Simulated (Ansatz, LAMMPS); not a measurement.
# Relaxing a frame of liquid acetonitrile from 298 K (114 atoms), part 2 of 3

Aim: bring a frame of liquid acetonitrile from 298 K (114 atoms) to a nearby minimum of the energy and see what moves.

Ansatz 0.2.0; Kohn-Sham DFT, PBE+D4, PAW (set soft_2), plane waves.

The cell: 38 C, 19 N and 57 H. The network of contacts between molecules at the start is that of the classical potential that made the cell. The Brillouin zone is sampled at Γ only, in a cell whose shortest periodic width is 12 Å.

So far. Step 3 (Single point at the start): Neighbours are counted within 1.34 Å (H-C), 1.85 Å (C-C), 1.62 Å (C-N).

## Step 4: Cell and atoms relaxed

The cell is relaxed with the atoms, since the starting lattice needn't suit this functional.

File input.yaml:

```yaml
crystal:
  lattice:
    - [11.83169, 0.0, 0.0]
    - [0.0, 11.83169, 0.0]
    - [0.0, 0.0, 11.83169]
  atoms:
    [... the 114 atom lines of step 3 ...]
kpoints:
  mp_grid: { grid: [1, 1, 1] }
hamiltonian:
  xc: pbe
  dispersion: d4
scf:
  occupations: { method: fixed }
output:
  forces: true
relax:
  f_tol: 0.03
  max_steps: 200
  cell: {}
```

The run is started by

```console
> ansatz run input.yaml --threads 4 --pin off --max-ram 8192MiB --backend cpu --events-out ev --progress --plain --runs-dir out
```

Numbers of over 12 decimals in the logs are rounded to 6 here.

Log:

```text
[...]
Crystal: 114 atoms, lattice volume = 1656.305 Å³
Basis set: ecut = 420 eV, 32423 PW (Γ), exchange–correlation on 160×160×160 points (8 copies of the dense FFT grid, shifted against one another)
Bands: 266, of which v1, the nominal top of the filled ones, is band 152 counted from 1 (151 counted from 0)
Symmetry: 1 space group operations
[...]
k-points: 1
[...]
SCF iter   1: F=—  HF=-17736.773716 eV  |F-HF|=—  |Δ(HF+E_count)|=         —  Δρ=3.24e-3  dr2=2.44e-1  ethr=1.77e-3  ⟨swp⟩=5.0  Hψ=822  notcnv=0  defer=109
[...]
SCF iter   3: F=—  HF=-17736.825827 eV  |F-HF|=—  |Δ(HF+E_count)|=   6.06e-3  Δρ=1.08e-3  dr2=3.26e-2  ethr=2.89e-5  ⟨swp⟩=3.0  Hψ=316  notcnv=0  defer=41
automatic band count: iteration 3 solves 195 bands in place of 266: the levels show a gap, and the empty bands left out lie too high to hold charge; the band table lists the bands solved (type scf.n_extra_bands for more)
SCF iter   4: F=—  HF=-17736.826820 eV  |F-HF|=—  |Δ(HF+E_count)|=   9.93e-4  Δρ=2.92e-4  dr2=2.41e-3  ethr=1.07e-5  ⟨swp⟩=4.0  Hψ=313  notcnv=0  defer=41
[...]
SCF iter  11: F=-17736.826265 eV  HF=-17736.826265 eV  |F-HF|=1.48e-8  |Δ(HF+E_count)|=   1.65e-8  Δρ=1.11e-6  dr2=2.49e-8  ethr=3.29e-11  ⟨swp⟩=4.0  Hψ=637  notcnv=0
SCF 1 converged in 11 iterations: F = -17736.826265 eV  dr2 = 2.49e-8
[...]
relax step   1: F+E_penalty+E_count = -17736.82626459 eV  Δ(F+E_penalty+E_count) = +0.000e0 eV  max|allowed force component| = 6.067e0 eV/Å  Δτ_max = 0.0000 Å  P = -0.348 GPa  Ω = 1656.305 Å³  (11 SCF iters, dr2 threshold 1.00e-7 eV, accepted)
[... from here on, the SCF cycles and remarks between the steps are left out ...]
relax step   2: F+E_penalty+E_count = -17739.65526098 eV  Δ(F+E_penalty+E_count) = -2.829e0 eV  max|allowed force component| = 8.482e-1 eV/Å  Δτ_max = 0.1948 Å  P = -0.396 GPa  Ω = 1650.869 Å³  energy of the carried Pulay correction = +1.038e-2 eV  (8 SCF iters, dr2 threshold 1.14e-5 eV, accepted)
relax step   3: F+E_penalty+E_count = -17740.32441096 eV  Δ(F+E_penalty+E_count) = -6.691e-1 eV  max|allowed force component| = 8.376e-1 eV/Å  Δτ_max = 0.1941 Å  P = -0.401 GPa  Ω = 1620.542 Å³  energy of the carried Pulay correction = +6.891e-2 eV  (8 SCF iters, dr2 threshold 1.14e-5 eV, accepted)
relax step   4: F+E_penalty+E_count = -17740.62214152 eV  Δ(F+E_penalty+E_count) = -2.977e-1 eV  max|allowed force component| = 4.717e-1 eV/Å  Δτ_max = 0.1929 Å  P = -0.402 GPa  Ω = 1596.230 Å³  energy of the carried Pulay correction = +1.166e-1 eV  (8 SCF iters, dr2 threshold 1.14e-5 eV, accepted)
relax step   5: F+E_penalty+E_count = -17740.83409920 eV  Δ(F+E_penalty+E_count) = -2.120e-1 eV  max|allowed force component| = 7.741e-1 eV/Å  Δτ_max = 0.1925 Å  P = -0.431 GPa  Ω = 1577.387 Å³  energy of the carried Pulay correction = +1.541e-1 eV  (8 SCF iters, dr2 threshold 1.14e-5 eV, accepted)
relax step   6: F+E_penalty+E_count = -17740.99848527 eV  Δ(F+E_penalty+E_count) = -1.644e-1 eV  max|allowed force component| = 4.583e-1 eV/Å  Δτ_max = 0.1949 Å  P = -0.344 GPa  Ω = 1568.757 Å³  energy of the carried Pulay correction = +1.714e-1 eV  (8 SCF iters, dr2 threshold 1.14e-5 eV, accepted)
relax step   7: F+E_penalty+E_count = -17741.09911151 eV  Δ(F+E_penalty+E_count) = -1.006e-1 eV  max|allowed force component| = 5.121e-1 eV/Å  Δτ_max = 0.1832 Å  P = +0.014 GPa  Ω = 1565.653 Å³  energy of the carried Pulay correction = +1.777e-1 eV  (8 SCF iters, dr2 threshold 1.14e-5 eV, accepted)
relax step   8: F+E_penalty+E_count = -17741.09094765 eV  Δ(F+E_penalty+E_count) = +8.164e-3 eV  max|allowed force component| = 9.687e-1 eV/Å  Δτ_max = 0.1950 Å  P = -0.843 GPa  Ω = 1546.910 Å³  energy of the carried Pulay correction = +2.156e-1 eV  (8 SCF iters, dr2 threshold 1.14e-5 eV, rejected (line search))
relax step   9: F+E_penalty+E_count = -17741.18645099 eV  Δ(F+E_penalty+E_count) = -8.734e-2 eV  max|allowed force component| = 2.700e-1 eV/Å  Δτ_max = 0.0975 Å  P = -0.001 GPa  Ω = 1553.944 Å³  energy of the carried Pulay correction = +2.013e-1 eV  (13 SCF iters, accepted)
relax step  10: F+E_penalty+E_count = -17741.24847720 eV  Δ(F+E_penalty+E_count) = -6.203e-2 eV  max|allowed force component| = 2.072e-1 eV/Å  Δτ_max = 0.0990 Å  P = -0.145 GPa  Ω = 1544.969 Å³  energy of the carried Pulay correction = +2.196e-1 eV  (7 SCF iters, dr2 threshold 4.56e-6 eV, accepted)
relax step  11: F+E_penalty+E_count = -17741.30576863 eV  Δ(F+E_penalty+E_count) = -5.729e-2 eV  max|allowed force component| = 3.629e-1 eV/Å  Δτ_max = 0.1430 Å  P = -0.301 GPa  Ω = 1537.698 Å³  energy of the carried Pulay correction = +2.345e-1 eV  (8 SCF iters, dr2 threshold 2.68e-6 eV, accepted)
relax step  12: F+E_penalty+E_count = -17741.35136771 eV  Δ(F+E_penalty+E_count) = -4.560e-2 eV  max|allowed force component| = 6.290e-1 eV/Å  Δτ_max = 0.1924 Å  P = -0.486 GPa  Ω = 1532.725 Å³  energy of the carried Pulay correction = +2.447e-1 eV  (8 SCF iters, dr2 threshold 8.23e-6 eV, accepted)
[...]
relax step  58: F+E_penalty+E_count = -17741.73145405 eV  Δ(F+E_penalty+E_count) = -1.541e-3 eV  max|allowed force component| = 4.172e-2 eV/Å  Δτ_max = 0.1102 Å  P = -0.021 GPa  Ω = 1452.942 Å³  energy of the carried Pulay correction = +9.449e-2 eV  (9 SCF iters, dr2 threshold 2.22e-7 eV, accepted)
relax step  59: F+E_penalty+E_count = -17741.73358698 eV  Δ(F+E_penalty+E_count) = -2.133e-3 eV  max|allowed force component| = 6.244e-2 eV/Å  Δτ_max = 0.0853 Å  P = -0.008 GPa  Ω = 1452.804 Å³  energy of the carried Pulay correction = +9.486e-2 eV  (9 SCF iters, dr2 threshold 1.09e-7 eV, accepted)
relax step  60: F+E_penalty+E_count = -17741.73425191 eV  Δ(F+E_penalty+E_count) = -6.649e-4 eV  max|allowed force component| = 1.615e-1 eV/Å  Δτ_max = 0.1410 Å  P = -0.123 GPa  Ω = 1451.140 Å³  energy of the carried Pulay correction = +9.830e-2 eV  (9 SCF iters, dr2 threshold 2.44e-7 eV, rejected (line search))
relax step  61: F+E_penalty+E_count = -17741.73867915 eV  Δ(F+E_penalty+E_count) = -5.092e-3 eV  max|allowed force component| = 9.780e-2 eV/Å  Δτ_max = 0.0691 Å  P = +0.047 GPa  Ω = 1451.059 Å³  energy of the carried Pulay correction = +9.837e-2 eV  (12 SCF iters, accepted)
relax step  62: F+E_penalty+E_count = -17741.74178074 eV  Δ(F+E_penalty+E_count) = -3.102e-3 eV  max|allowed force component| = 5.308e-2 eV/Å  Δτ_max = 0.0961 Å  P = -0.034 GPa  Ω = 1450.554 Å³  energy of the carried Pulay correction = +9.941e-2 eV  (8 SCF iters, dr2 threshold 5.98e-7 eV, accepted)
relax step  63: F+E_penalty+E_count = -17741.74153771 eV  Δ(F+E_penalty+E_count) = +2.430e-4 eV  max|allowed force component| = 7.473e-2 eV/Å  Δτ_max = 0.0382 Å  P = -0.046 GPa  Ω = 1451.196 Å³  energy of the carried Pulay correction = +9.807e-2 eV  (8 SCF iters, dr2 threshold 1.76e-7 eV, accepted)
relax step  64: F+E_penalty+E_count = -17741.74307891 eV  Δ(F+E_penalty+E_count) = -1.541e-3 eV  max|allowed force component| = 2.366e-2 eV/Å  Δτ_max = 0.0314 Å  P = -0.017 GPa  Ω = 1450.909 Å³  energy of the carried Pulay correction = +9.856e-2 eV  (8 SCF iters, dr2 threshold 3.49e-7 eV, accepted)
relax step  65: F+E_penalty+E_count = -17741.65858884 eV  Δ(F+E_penalty+E_count) = +8.449e-2 eV  max|allowed force component| = 2.278e-2 eV/Å  Δτ_max = 0.0000 Å  P = -0.062 GPa  Ω = 1450.909 Å³  stress off target by 1.17e-1 GPa  SCF on the basis re-selected at this cell (its energy is not comparable with the rows above)  (8 SCF iters)
relax step  66: F+E_penalty+E_count = -17741.69638716 eV  Δ(F+E_penalty+E_count) = -3.780e-2 eV  max|allowed force component| = 1.710e-1 eV/Å  Δτ_max = 0.1261 Å  P = -0.106 GPa  Ω = 1435.241 Å³  energy of the carried Pulay correction = +3.400e-2 eV  (10 SCF iters, dr2 threshold 3.44e-8 eV, accepted)
relax step  67: F+E_penalty+E_count = -17741.71524773 eV  Δ(F+E_penalty+E_count) = -1.886e-2 eV  max|allowed force component| = 2.239e-1 eV/Å  Δτ_max = 0.1564 Å  P = +0.206 GPa  Ω = 1422.861 Å³  energy of the carried Pulay correction = +6.016e-2 eV  (8 SCF iters, dr2 threshold 1.83e-6 eV, rejected (line search))
relax step  68: F+E_penalty+E_count = -17741.69899329 eV  Δ(F+E_penalty+E_count) = -2.606e-3 eV  max|allowed force component| = 3.036e-2 eV/Å  Δτ_max = 0.0759 Å  P = +0.012 GPa  Ω = 1435.882 Å³  energy of the carried Pulay correction = +3.284e-2 eV  (12 SCF iters, accepted)
relax step  69: F+E_penalty+E_count = -17741.70219203 eV  Δ(F+E_penalty+E_count) = -3.199e-3 eV  max|allowed force component| = 1.455e-2 eV/Å  Δτ_max = 0.0409 Å  P = +0.004 GPa  Ω = 1435.115 Å³  energy of the carried Pulay correction = +3.462e-2 eV  (9 SCF iters, dr2 threshold 5.76e-8 eV, accepted)
relax step  70: F+E_penalty+E_count = -17741.67065318 eV  Δ(F+E_penalty+E_count) = +3.154e-2 eV  max|allowed force component| = 1.410e-2 eV/Å  Δτ_max = 0.0000 Å  P = -0.008 GPa  Ω = 1435.115 Å³  stress off target by 4.45e-2 GPa  SCF on the basis re-selected at this cell (its energy is not comparable with the rows above)  (6 SCF iters)
[...]
SCF converged after 6 iterations
Free energy (F): -17741.670653 eV
[...]
Internal energy: -17741.670653 eV  (E = F + TS)
E sigma→0 (E₀):  -17741.670653 eV
Fermi energy:    -3.261237 eV
[...]
--- Forces (eV/Å), atoms counted from 1 ---
  atom   1  C     -0.00311448    -0.00037539    -0.00023438
  atom   2  C     -0.01319836    -0.00897859     0.00662455
  atom   3  N      0.01409660     0.00787904    -0.00741164
  atom   4  H     -0.00032352     0.00376883     0.00037647
  atom   5  H      0.00019255    -0.00082633     0.00245132
  atom   6  H      0.00083597    -0.00147453    -0.00151962
  atom   7  C     -0.00098336     0.00082245     0.00152165
  atom   8  C      0.00629436    -0.00137624     0.00101605
  atom   9  N     -0.00515539     0.00260415    -0.00167946
  atom  10  H      0.00049351    -0.00099095    -0.00156624
  atom  11  H     -0.00172298     0.00053529     0.00137131
  atom  12  H     -0.00039028     0.00038710    -0.00163380
  atom  13  C     -0.00018394     0.00187953    -0.00146723
  atom  14  C      0.00052738    -0.00085045    -0.00026583
[...]
atom 113  H     -0.00321011     0.00252429    -0.00069993
  atom 114  H     -0.00210389     0.00046947     0.00222380
  max |Σ_I F_I| component: 1.23e-5 eV/Å
--- Stress (GPa, compression-positive) ---
       -0.040773      -0.004352      -0.011438
       -0.004352       0.017782      -0.010457
       -0.011438      -0.010457      -0.000114
  P = ⅓ Tr σ = -0.0077 GPa (-0.077 kbar)
--- Relaxed structure (67 steps of the walk, 60 accepted, 3 SCFs on fresh bases) ---
  F+E_penalty+E_count = -17741.67065318 eV   max|allowed force component| = 1.410e-2 eV/Å   (the final SCF, on the basis selected at the relaxed cell)
  cell:  # Å, volume = 1435.1152 Å³
    - [10.754967, -0.219438, -0.569622]
    - [-0.219438, 11.768554, -0.353113]
    - [-0.569622, -0.353113, 11.384266]
  atoms:
    - { symbol: C, position: [0.772495, 0.498219, 0.167036] }
    - { symbol: C, position: [0.669668, 0.439519, 0.213247] }
    - { symbol: N, position: [0.586234, 0.391987, 0.248954] }
    - { symbol: H, position: [0.776567, 0.588887, 0.196558] }
[...]
- { symbol: H, position: [0.341008, 0.528694, 0.994743] }
```

The job ended after 19 min (4 threads of Arm Neoverse N1, shared host; peak memory 1.5 GiB).

Relaxation path (22 of 70):

```
step  energy less that of the first step (eV)  largest force component (eV/Å)  pressure (GPa)  volume (Å³)
   1                                   0.0000                          6.0666           -0.35      1656.31
   4                                  -3.7959                          0.4717           -0.40      1596.23
   8                                  -4.2647                          0.9687           -0.84      1546.91
  11                                  -4.4795                          0.3629           -0.30      1537.70
  14                                  -4.6139                          0.0344           -0.01      1530.38
  17                                  -4.6836                          0.0156            0.00      1521.07
  21                                  -4.7179                          0.6091           -0.29      1515.87
  24                                  -4.7679                          0.1946           -0.10      1513.71
  27                                  -4.8041                          0.8110            0.11      1506.98
  31                                  -4.8313                          0.1164           -0.07      1508.66
  34                                  -4.8473                          0.0798           -0.03      1507.96
  37                                  -4.8570                          0.0296           -0.01      1506.54
  40                                  -4.8765                          0.0826            0.01      1503.69
  44                                  -4.9016                          0.6350           -0.21      1498.20
  47                                  -4.9193                          0.2858           -0.06      1498.66
  50                                  -4.9138                          0.5819            0.30      1500.26
  54                                  -4.8901                          0.0785            0.00      1453.58
  57                                  -4.9036                          0.0596           -0.02      1452.40
  60                                  -4.9080                          0.1615           -0.12      1451.14
  63                                  -4.9153                          0.0747           -0.05      1451.20
  67                                  -4.8890                          0.2239            0.21      1422.86
 70*                                  -4.8444                          0.0141           -0.01      1435.12
```

Relaxation steps marked * repeat the geometry before them on a plane-wave basis chosen anew for their cell, so energy and pressure can jump there. Other such steps can lie between the rows shown. Relaxation steps 8, 21, 44, 49, 50, 60, 67 were tried and not accepted.

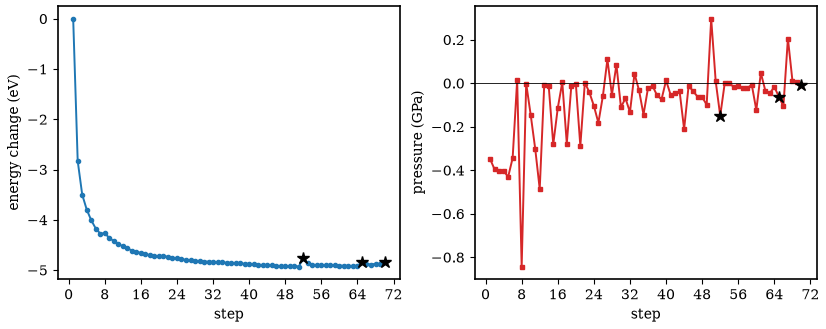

Energy and pressure along the relaxation. Stars mark steps on a basis chosen anew.

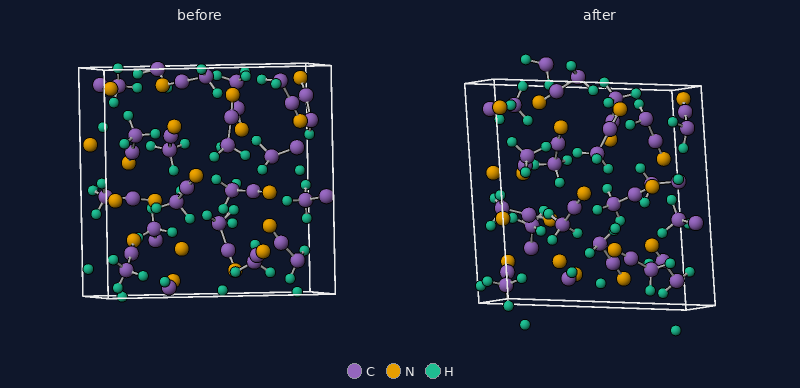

Before and after, at one scale. Bonds to atoms that aren't drawn are left out.

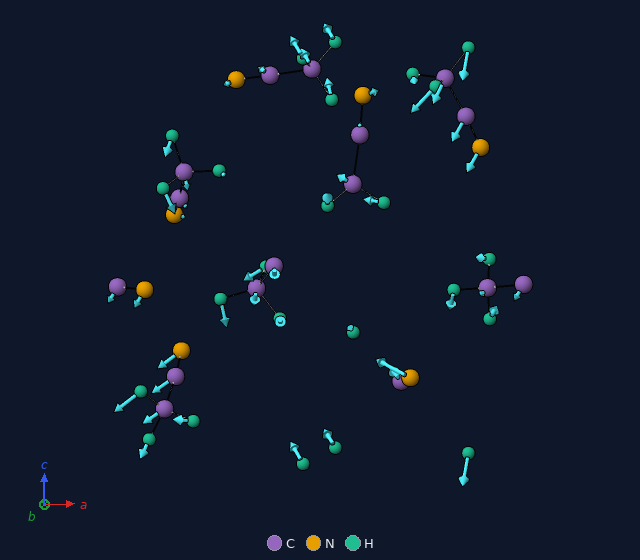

Displacements in the relaxation, scaled, measured against the changing cell; the longest in the cell stands for 2.30 Å. Drawn is a slice 4 Å thick, seen along the normal of the ac plane. Bonds to atoms that aren't drawn are left out.

```csv
cell as run,before,after,change
a (Å),11.832,10.772,-9.0 %
b (Å),11.832,11.776,-0.5 %
c (Å),11.832,11.404,-3.6 %
α (°),90.00,93.44,+3.8 %
β (°),90.00,95.86,+6.5 %
γ (°),90.00,92.14,+2.4 %
volume (Å³/atom),14.53,12.59,-13.4 %
```

The atoms that moved most (Å, as changes of fractional coordinates times the final cell):

| atom | dx | dy | dz | length |
| --- | --- | --- | --- | --- |
| N3 | -1.445 | 1.641 | 0.698 | 2.295 |
| H4 | 1.635 | 1.006 | 0.987 | 2.158 |
| H23 | -0.665 | 0.895 | 1.567 | 1.923 |
| H47 | 1.578 | 1.064 | -0.225 | 1.916 |
| H88 | -0.356 | -1.208 | -1.418 | 1.897 |
| H6 | 1.659 | -0.793 | -0.286 | 1.861 |
| N81 | 0.545 | 1.739 | 0.310 | 1.849 |
| H96 | -1.331 | -0.851 | 0.540 | 1.669 |

The relaxation changed the energy by -42.5 meV/atom, and atoms moved by 1.0 Å r.m.s., 2.3 Å at most.

## Step 5: Distances and neighbours after relaxation

Bonds before and after, by the cutoffs listed below:

| pair | bonds before | bonds after | mean before (Å) | mean after (Å) | spread before (Å) | spread after (Å) |
| --- | --- | --- | --- | --- | --- | --- |
| H-C | 57 | 57 | 1.091 | 1.098 | 0.029 | 0.001 |
| C-C | 19 | 19 | 1.466 | 1.446 | 0.025 | 0.001 |
| C-N | 19 | 19 | 1.167 | 1.162 | 0.020 | 0.001 |

Density 0.902 g/cm³, 12.59 Å³ an atom.

Pair distribution functions g(r), in bins of 0.2 Å:

| r (Å) | total | H-H | H-C | H-N | C-C | C-N | N-N |
| --- | --- | --- | --- | --- | --- | --- | --- |
| 1.00 | 4.26 | 0.00 | 12.75 | 0.00 | 0.00 | 0.00 | 0.00 |
| 1.20 | 1.28 | 0.00 | 0.21 | 0.00 | 0.00 | 10.90 | 0.00 |
| 1.40 | 0.82 | 0.00 | 0.00 | 0.00 | 7.40 | 0.00 | 0.00 |
| 1.60 | 0.00 | 0.00 | 0.00 | 0.00 | 0.00 | 0.00 | 0.00 |
| 1.80 | 1.58 | 6.33 | 0.00 | 0.00 | 0.00 | 0.00 | 0.00 |
| 2.00 | 1.02 | 0.00 | 3.06 | 0.00 | 0.00 | 0.00 | 0.00 |
| 2.20 | 0.17 | 0.07 | 0.41 | 0.11 | 0.00 | 0.00 | 0.00 |
| 2.40 | 0.36 | 0.17 | 0.00 | 1.91 | 0.00 | 0.00 | 0.00 |
| 2.60 | 0.56 | 0.31 | 0.00 | 1.47 | 0.00 | 2.18 | 0.00 |
| 2.80 | 0.42 | 0.67 | 0.17 | 1.15 | 0.00 | 0.00 | 0.00 |
| 3.00 | 0.60 | 0.81 | 0.65 | 1.06 | 0.00 | 0.00 | 0.00 |
| 3.20 | 1.08 | 0.52 | 0.91 | 3.84 | 0.00 | 0.07 | 0.00 |
| 3.40 | 1.14 | 0.79 | 1.31 | 0.78 | 0.47 | 2.85 | 0.00 |
| 3.60 | 1.23 | 0.49 | 1.25 | 1.09 | 0.95 | 3.50 | 0.47 |
| 3.80 | 1.14 | 1.09 | 0.93 | 1.09 | 1.92 | 1.17 | 1.29 |
| 4.00 | 1.21 | 0.84 | 1.23 | 1.65 | 1.19 | 1.04 | 2.56 |
| 4.20 | 1.29 | 1.46 | 1.12 | 1.14 | 1.93 | 0.80 | 2.16 |
| 4.40 | 0.99 | 1.25 | 0.96 | 0.79 | 1.26 | 0.49 | 1.14 |
| 4.60 | 1.01 | 1.03 | 1.08 | 0.50 | 1.66 | 0.75 | 1.33 |
| 4.80 | 1.04 | 1.09 | 1.21 | 0.59 | 1.14 | 0.90 | 1.25 |
| 5.00 | 1.14 | 1.21 | 1.25 | 0.67 | 1.31 | 1.11 | 1.25 |
| 5.20 | 1.05 | 1.33 | 1.14 | 0.57 | 1.33 | 0.68 | 0.95 |

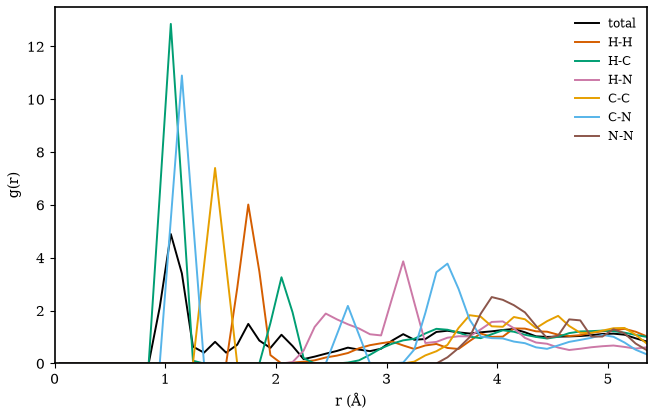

Pair distribution functions, lightly smoothed.

Bonds by pair of elements; cutoffs follow the first minimum of g(r), held within bounds set by covalent radii, and pairs that aren't listed don't count as bonded:

| pair A-B | cutoff (Å) | bonds | mean length (Å) | spread (Å) | shortest (Å) | B about A | A about B |
| --- | --- | --- | --- | --- | --- | --- | --- |
| H-C | 1.34 | 57 | 1.10 | 0.001 | 1.10 | 1 | 1.5 |
| C-C | 1.82 | 19 | 1.45 | 0.001 | 1.44 | 1 | 1 |
| C-N | 1.62 | 19 | 1.16 | 0.001 | 1.16 | 0.5 | 1 |

How many atoms have how many bonded neighbours:

| element | mean | 1 | 2 | 4 |
| --- | --- | --- | --- | --- |
| C | 3 | 0 | 19 | 19 |
| H | 1 | 57 | 0 | 0 |
| N | 1 | 19 | 0 | 0 |

Bond angles, per cent of each kind in bins of 5°:

| angle (°) | C-C-H | H-C-H | C-C-N |
| --- | --- | --- | --- |
| 105–110 | 68.4 | 87.7 | 0.0 |
| 110–115 | 31.6 | 12.3 | 0.0 |
| 115–120 | 0.0 | 0.0 | 0.0 |
| 120–125 | 0.0 | 0.0 | 0.0 |
| 125–130 | 0.0 | 0.0 | 0.0 |
| 130–135 | 0.0 | 0.0 | 0.0 |
| 135–140 | 0.0 | 0.0 | 0.0 |
| 140–145 | 0.0 | 0.0 | 0.0 |
| 145–150 | 0.0 | 0.0 | 0.0 |
| 150–155 | 0.0 | 0.0 | 0.0 |
| 155–160 | 0.0 | 0.0 | 0.0 |
| 160–165 | 0.0 | 0.0 | 0.0 |
| 165–170 | 0.0 | 0.0 | 0.0 |
| 170–175 | 0.0 | 0.0 | 0.0 |
| 175–180 | 0.0 | 0.0 | 100.0 |

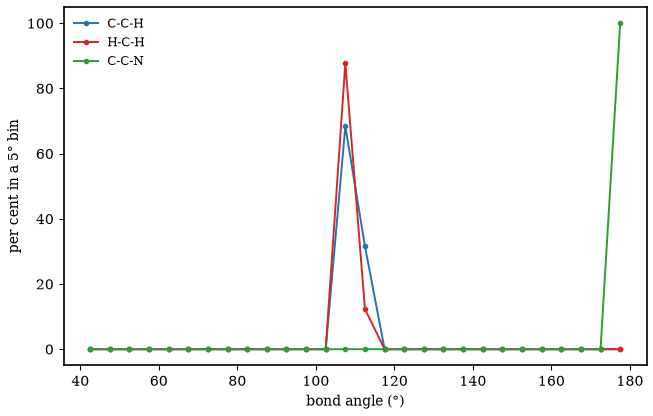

Distributions of the most common bond angles.

Bond angles (no mean is given where the spread exceeds 20°):

| angle | count | mean (°) | spread (°) |
| --- | --- | --- | --- |
| C-C-H | 57 | 110 | 0.6 |
| H-C-H | 57 | 109 | 0.7 |
| C-C-N | 19 | 179 | 0.4 |

Bond length by coordination (bonds to H left out):

```
element  coordination  atoms  mean bond length (Å)
      C             2     19                  1.30
      C             4     19                  1.45
```

Counting bonds as in the table, 50 % of C atoms have 2 and as many 4, all H atoms have 1 and all N atoms have 1 bonded neighbour. The C-C-H angle averages 110° with a spread of 0.6°.

[end of part 2 of 3]

[Logs are printed without paths, hosts, clocks, repeated set-up lines and the standing remarks that a program may print on its own settings, such as how far it seeks lower states.]

[Hosts, paths, dates, database ids (printed as entryN), source tags and the programs' standing remarks are cut or masked in the printed files.]
